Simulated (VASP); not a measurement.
Band structure of HgTe (space group F-43m). All values below come from PBE GGA, VASP's PBE PAW potentials (set 64) (plane waves; VASP 6.6.1).

Unless said otherwise, spin-orbit coupling is left out, though it shifts the bands of the heavy elements here.

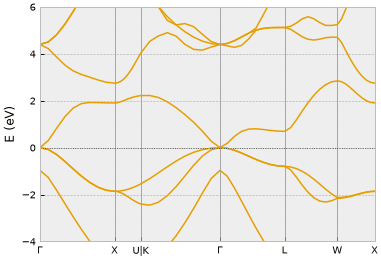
Fig. 1. Bands along high-symmetry lines, zero at the valence-band maximum or, without a gap, the Fermi level

Task: Read the plot: is there a gap, and where are the band edges?

Result: It has no gap at this level: it comes out as a metal or semimetal.

The structure comes from a computed database's HgTe entry; how it stands against other phases isn't given here. The cell was not relaxed at this level.
